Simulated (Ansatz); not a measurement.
# Calculations on SnH₅OF

## 1. Relaxation

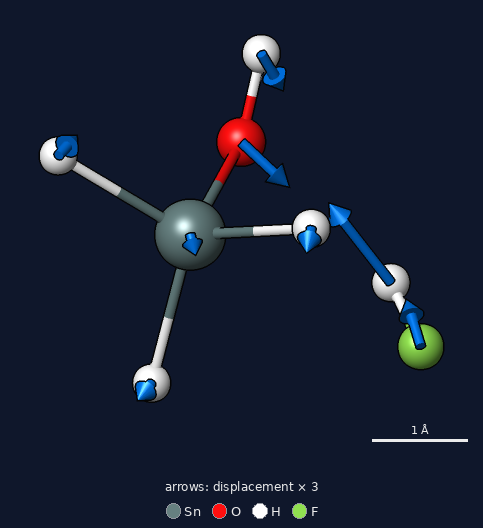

This is a relaxation of SnH5OF. The starting structure is drawn; blue arrows show the displacements, 3 times their true length. The two geometries are superimposed by the best rigid fit.

A ball-and-stick model, seen from a free direction.

The run prepares an end point of a later path (reaction) calculation, from a guessed geometry.

All numbers below come from Ansatz 0.2.0, RKS B3LYP-D4/def2-SVP. Settings: no spin polarisation; force threshold 0.03 eV/Å; at most 50 steps.

Atoms of which element are displaced furthest, and by how much?

Answer. Hydrogen: up to 0.40 Å, against 0.24 Å for oxygen.

What happened in the run?

Answer. After 4 accepted moves (5 points after the start) the energy has fallen by 5.71 kcal/mol. Largest force component: 0.79 eV/Å at the start, 0.029 eV/Å at the end. The line search rejected the trial step at point 3 of the run. The atom that moves furthest after the best rigid fit is an H atom (0.40 Å). Largest moves by element: H 0.40 Å, O 0.24 Å, F 0.22 Å, Sn 0.09 Å. Near-neighbour distances that change, for instance: F–Sn 3.072 → 3.014 Å, O–Sn 1.986 → 2.043 Å, F–H 0.927 → 0.960 Å, H–Sn 1.730 → 1.725 Å. Bond angles that change, for instance: O–Sn–H 105.8° → 103.8°.

## 2. Relaxation

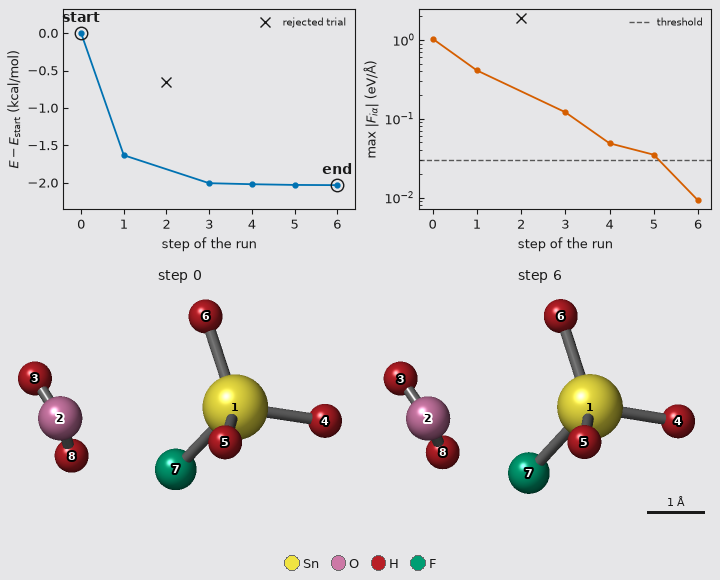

First and last geometry of a relaxation of SnH5OF, with the history of the run. A ball-and-stick model, seen at a tilt.

The run prepares an end point of a later path (reaction) calculation, from a guessed geometry.

All numbers below come from RKS B3LYP-D4/def2-SVP (Ansatz 0.2.0). Set-up: no spin polarisation; force threshold 0.03 eV/Å; at most 50 steps.

> Did the run converge, and what did it change?

It converged. The largest move after the best rigid fit is that of H8, 0.22 Å. By element the largest moves are H 0.22 Å, O 0.15 Å, F 0.14 Å, Sn 0.10 Å. Near-neighbour distances that change, for instance: Sn1–O2 3.157 → 2.911 Å, Sn1–F7 1.916 → 1.985 Å, O2–H8 0.986 → 0.977 Å. Among the angles between lasting bonds that change: H4–Sn1–F7 102.1° → 99.7°. After 5 accepted moves (6 points after the start) the energy has fallen by 2.03 kcal/mol. Largest force component: 1 eV/Å at the start, 0.0092 eV/Å at the end. The line search rejected the trial step at point 2 of the run. The run took 13 s on 2 threads of Arm Neoverse V2, on a shared host, peak memory 0.16 GiB.

| step | E − E(0), kcal/mol | largest force component, eV/Å | note |
| --- | --- | --- | --- |
| 0 | 0.00 | 1.0371 |  |
| 1 | -1.63 | 0.4111 |  |
| 2 | -0.65 | 1.9047 | rejected |
| 3 | -2.01 | 0.1211 |  |
| 4 | -2.02 | 0.0488 |  |
| 5 | -2.03 | 0.0350 |  |
| 6 | -2.03 | 0.0092 |  |

## 3. Path

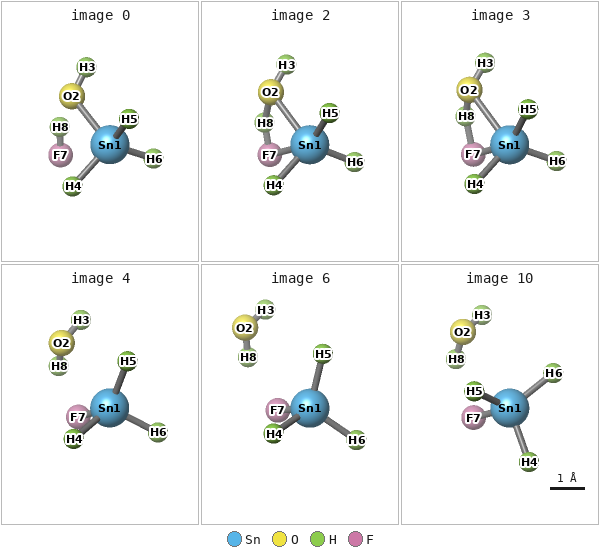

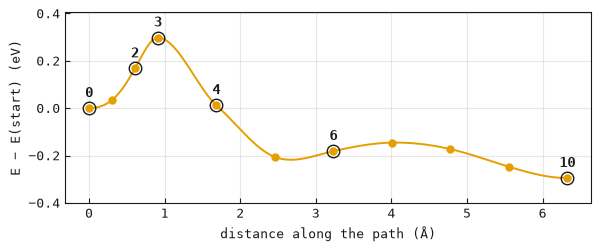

NEB run on SnH5OF. Images are numbered from 0 (start) to 10 (end). Style: ball-and-stick. Shown from a free direction.

The calculation used Ansatz, RKS B3LYP-D4/def2-SVP. Settings: 9 movable images; climbing image; force threshold 0.05 eV/Å; iteration limit 60; starting path through a guess of the saddle point.

Question: What happens along the path, and what is the barrier?

Answer: The path has more than one stage, and so few images may leave a stage unresolved. Breaking: F7–H8 (0.96 → 1.20 at the top → 1.82 Å), Sn1–O2 (2.04 → 2.19 at the top → 2.91 Å). Forming: O2–H8 (1.58 → 1.15 at the top → 0.98 Å), Sn1–F7 (3.01 → 2.28 at the top → 1.99 Å). The energy climbs by 0.298 eV to image 3 and then falls by 0.593 eV, so the end point sits at −0.295 eV. The profile has 2 maxima (images 3, 7) with a dip at image 5 (−0.206 eV), so the process runs in steps. The band converged in 28 iterations. The largest component of the band force went from 4.3 to 0.045 eV/Å. The climbing image converged on the top of the path. Its vibrational analysis gives one imaginary mode (468i cm⁻¹), as a transition state must have.

The run took 6.5 min on 2 threads of Arm Neoverse V2, with other jobs on the host, peak memory 0.17 GiB.
